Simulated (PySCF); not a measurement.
**C₅H₁₃BN₂Si₂ (SMILES CC#CCC#[N+][BH2-]N([SiH3])[SiH3]): density, localisation and related maps**

| atom | x (Å) | y (Å) | z (Å) |
| --- | --- | --- | --- |
| C | 3.7533 | -1.3069 | 0.0103 |
| C | 2.9494 | -0.1510 | 0.3263 |
| C | 2.2963 | 0.8139 | 0.6051 |
| C | 1.4510 | 1.9647 | 0.9014 |
| C | 0.2371 | 1.8351 | 0.1406 |
| N | -0.7033 | 1.6611 | -0.4975 |
| B | -1.9238 | 1.0371 | -1.1228 |
| N | -2.0982 | -0.2619 | -0.3354 |
| Si | -3.0229 | -0.1709 | 1.1204 |
| Si | -1.1386 | -1.6328 | -0.7550 |
| H | 4.4280 | -1.0772 | -0.8135 |
| H | 3.1023 | -2.1308 | -0.2805 |
| H | 4.3385 | -1.6038 | 0.8797 |
| H | 1.2093 | 1.9922 | 1.9701 |
| H | 1.9630 | 2.8947 | 0.6292 |
| H | -2.8075 | 1.8167 | -0.9626 |
| H | -1.6253 | 0.8728 | -2.2631 |
| H | -2.3441 | 0.6768 | 2.1262 |
| H | -3.1537 | -1.5203 | 1.6706 |
| H | -4.3380 | 0.4065 | 0.8367 |
| H | -1.8244 | -2.8392 | -0.2875 |
| H | -0.9508 | -1.6774 | -2.2057 |
| H | 0.1977 | -1.5723 | -0.1185 |

Geometry: GFN2-xTB.

Computed with PBE0/pcSseg-1, SCF density, gas phase, non-relativistic (PySCF).

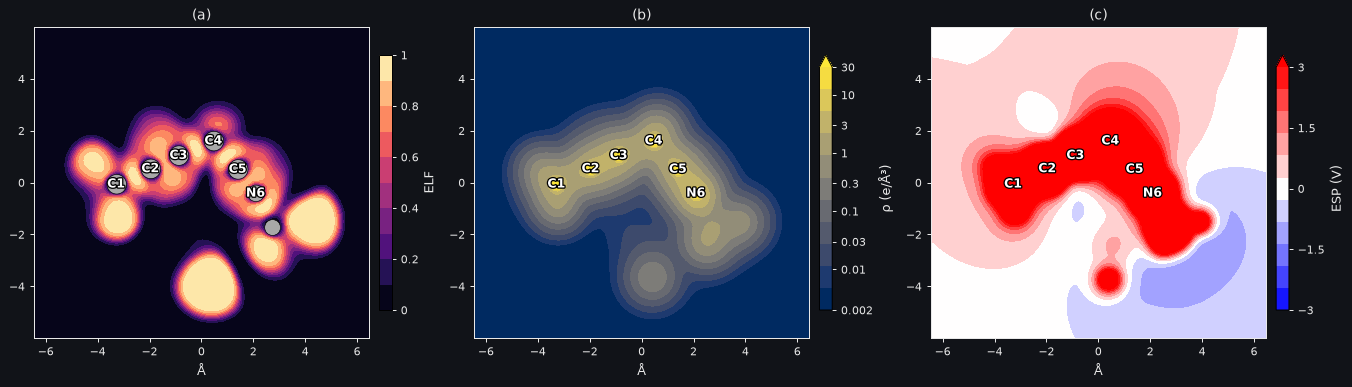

Figure 1. (a) electron localisation function; (b) total electron density; (c) electrostatic potential on the plane of atoms C3, C4 and C5. Grey discs cover the atomic cores in the ELF map.

### Interpret the plot.

- The section cuts through C and N sites.
- C–N (1.15 Å): ρ at the midpoint is about 3.4 e/Å³; the ELF peaks at about 0.85 between the atoms (a multiple bond).
- C–C (1.20 Å): ρ is about 2.7 e/Å³ halfway; the ELF peaks at about 0.80 between the atoms (a multiple bond).
- Outside the dense part of the molecule the potential is most negative (−1.3 V) near H16, which lies off the plane.

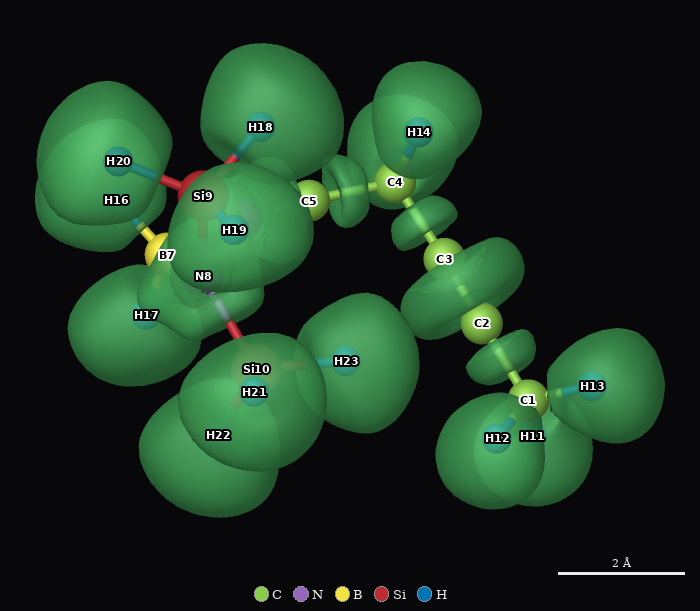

Figure 2. Isosurface of the electron localisation function at 0.75 (green), seen at an oblique angle. Core shells and regions of very low density are left out.

### Describe the localisation domains.

The ELF exceeds this value in four regions between bonded C–C atoms (shared pairs), 13 regions around hydrogen nuclei and two regions on N in which the atom's valence shell and bonds are merged.

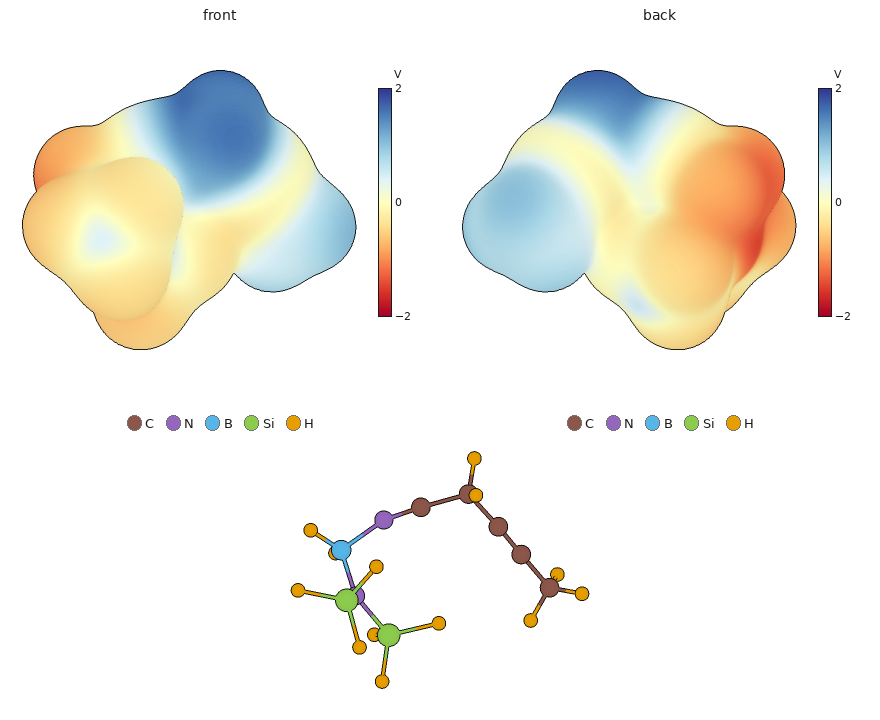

Figure 3. The electrostatic potential painted on the density surface at 0.001 e/bohr³, seen from the front and from behind; the colour scale runs from red (negative) to blue (positive). The bare structure is drawn below in the same view.

### Where is the surface potential most negative and most positive?

The most negative region (about −1.4 V) lies over N8, the most positive (about +1.7 V) over H15. N8 is the likeliest acceptor of a hydrogen bond.

### What dipole moment does the calculation give?

Its dipole moment is 7.10 D.
